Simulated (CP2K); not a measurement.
Consider 2-chloropyridine at its PBE geometry (Å).

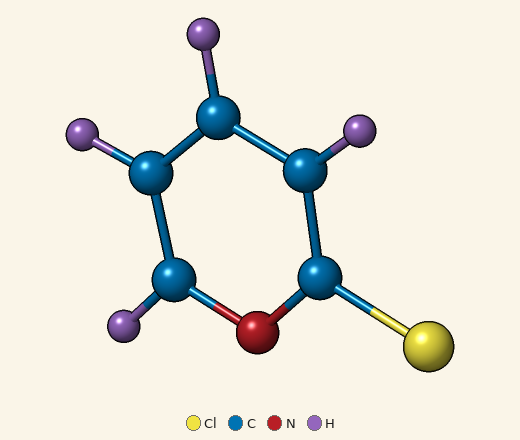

The molecule (chlorine yellow, carbon blue, nitrogen red, hydrogen purple).

```xyz
11

Cl    3.0489   -0.7382   -0.0720
C     1.3236   -0.4283   -0.0355
C     0.8872    0.9016    0.0263
C    -0.4885    1.1203    0.0539
C    -1.3545    0.0227    0.0183
C    -0.7987   -1.2552   -0.0432
N     0.5287   -1.4909   -0.0694
H     1.6017    1.7214    0.0531
H    -0.8787    2.1369    0.1030
H    -2.4354    0.1523    0.0377
H    -1.4343   -2.1427   -0.0722
```

Method: CP2K XAS_TDP, all-electron GAPW, PBEh(45%), aug-pc-1, TDA, no relativity.

Predict the bright core excitations at the C K edge.

Leading lines: C2 282.85 eV, C3 281.22 eV, C4 280.95 eV, C5 281.21 eV and C6 281.45 eV. The leading line of an atom is its first one with 35 % of the strongest within 2.5 eV of its lowest line over the strength cut. 

The first six lines of each atom with a strength over 0.0015:

| atom | energy (eV) | states | strength, one atom |
| --- | --- | --- | --- |
| C2 (bonded to C, Cl and N) | 282.85 | 1 | 0.0624 |
|  | 284.77 | 1 | 0.0562 |
|  | 289.27 | 1 | 0.0015 |
|  | 289.56 | 2 | 0.0077 |
|  | 290.50 | 1 | 0.0031 |
|  | 290.79 | 2 | 0.0032 |
| C3 (bonded to 2 C and H) | 281.22 | 1 | 0.0516 |
|  | 284.35 | 1 | 0.0138 |
|  | 285.29 | 1 | 0.0032 |
|  | 285.53 | 1 | 0.0023 |
|  | 286.02 | 1 | 0.0037 |
|  | 287.09 | 1 | 0.0043 |
| C4 (bonded to 2 C and H) | 280.95 | 1 | 0.0579 |
|  | 284.53 | 1 | 0.0121 |
|  | 285.90 | 1 | 0.0027 |
|  | 286.17 | 1 | 0.0036 |
|  | 286.65 | 1 | 0.0029 |
|  | 286.99 | 1 | 0.0020 |
| C5 (bonded to 2 C and H) | 281.21 | 1 | 0.0530 |
|  | 284.19 | 1 | 0.0117 |
|  | 285.32 | 1 | 0.0015 |
|  | 285.54 | 1 | 0.0022 |
|  | 285.77 | 1 | 0.0034 |
|  | 286.18 | 1 | 0.0017 |
| C6 (bonded to C, N and H) | 281.45 | 1 | 0.0595 |
|  | 285.23 | 1 | 0.0113 |
|  | 286.16 | 1 | 0.0034 |
|  | 286.63 | 1 | 0.0016 |
|  | 286.70 | 1 | 0.0031 |
|  | 287.03 | 1 | 0.0073 |

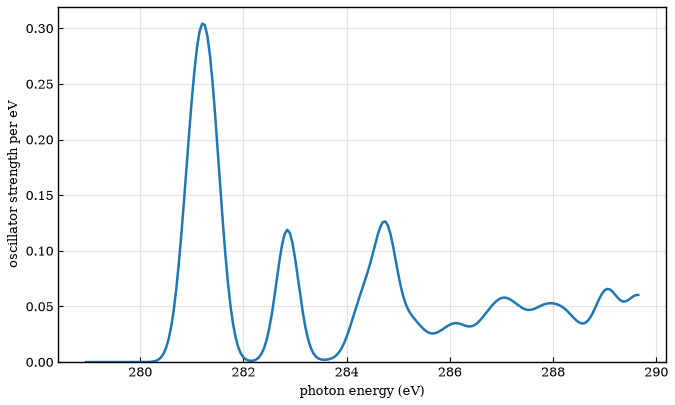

All atoms added, broadened by 0.5 eV.

Lines are vertical, at one geometry, with no vibrational structure. Without a correction of the core level, line positions, and the gaps between valence and Rydberg lines, follow the share of exact exchange. At this level such K lines come out 3 to 6 eV under measured ones. These values hold no scalar relativity, about 0.1 eV for C 1s. Rydberg lines, and the discretised continuum above threshold, depend on the basis and the box.

[Banner, clock and machine lines of the logs are left out without a mark of their own.]

[Logs are printed without paths, hosts, clocks, repeated set-up lines and the standing remarks that a program may print on its own settings, such as how far it seeks lower states.]

[Hosts, paths, dates, database ids (printed as entryN), source tags and the programs' standing remarks are cut or masked in the printed files.]
